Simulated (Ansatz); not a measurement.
# BGeH5N (charge +1): what the fields show

```xyz
8

B     0.5980   -0.4607   -1.2034
Ge   -1.2261    0.6728    0.5989
N     0.3740    0.1712    0.0773
H    -0.3571   -0.6283   -1.8959
H     1.7038   -0.7740   -1.4928
H    -1.3702    1.3306    1.9623
H     1.1608    0.3327    0.6975
H    -2.3496    0.3979   -0.3827
```

Geometry: PBE0-D4/def2-TZVP.

All numbers below come from RKS PBE0-D4/def2-TZVPP (Ansatz).

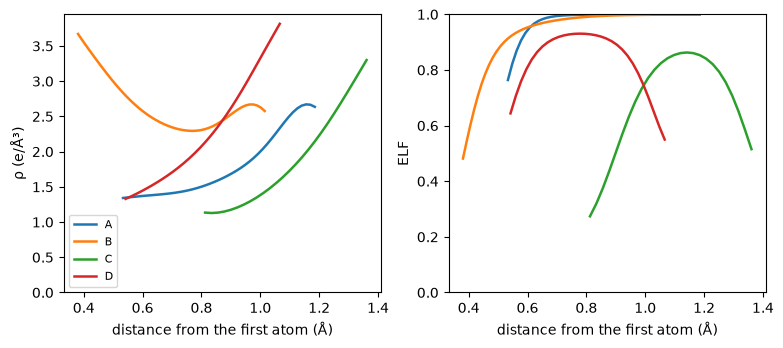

Figure 1. Total electron density and ELF along straight lines between neighbouring atoms. The curves leave out the atomic cores.

> Which curve belongs to which contact (B–H, B–N, Ge–N and N–H)? The first atom named is at distance zero.

Curve A: B–H (1.19 Å): ρ is about 1.4 e/Å³ halfway; the ELF climbs to about 1 towards the hydrogen, as it does in any bond to H; an ordinary covalent bond to hydrogen. Curve B: N–H (1.01 Å): the density is about 3 e/Å³ at the midpoint; the ELF climbs to about 1 towards the hydrogen (an ordinary covalent bond to hydrogen). Curve C: Ge–N (1.76 Å): ρ at the midpoint is about 1.1 e/Å³; the ELF peaks at about 0.85 in the valence shell of N, 0.6 Å from its nucleus, and is about 0.45 at the midpoint. Curve D: B–N (1.45 Å): the density is about 1.8 e/Å³ at the midpoint; the ELF peaks at about 0.95 between the atoms: a polar covalent bond.

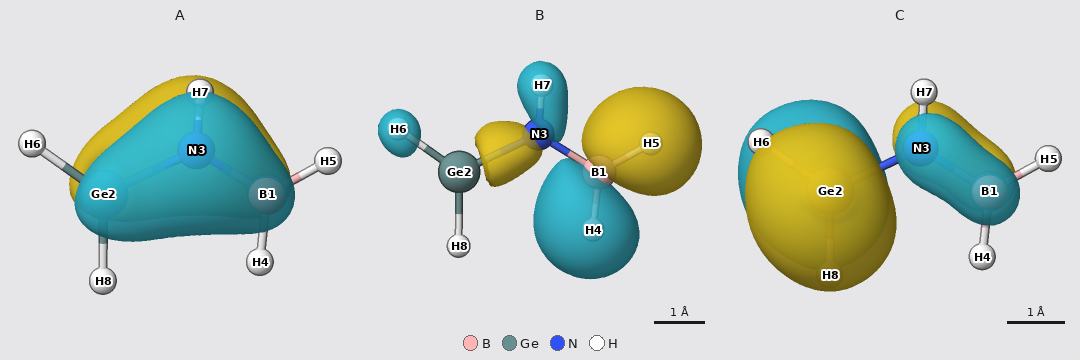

Figure 2. Three frontier orbitals at ±0.1 Å⁻³ᐟ² (yellow and cyan are the two phases), in no order.

> Order the three orbitals by energy and name them.

A is the HOMO−1 (−15.37 eV). Its weight (Hirshfeld) is mainly on N3 (about 65 %), Ge2 (about 20 %) and B1 (about 15 %); it changes sign across the molecular plane (π type). B is the HOMO (−14.28 eV). By Hirshfeld shares it lies mainly on B1 (about 40 %), H5 (about 25 %), H4 (about 20 %) and N3 (about 5 %); it is symmetric in the molecular plane (an in-plane orbital: σ, lone-pair or in-plane π type). C is the LUMO (−8.62 eV). Its weight (Hirshfeld) is mainly on Ge2 (about 75 %), N3 (about 10 %) and B1 (about 5 %); it changes sign across the molecular plane (π type).

> What is the HOMO–LUMO gap?

5.66 eV between the orbital energies.
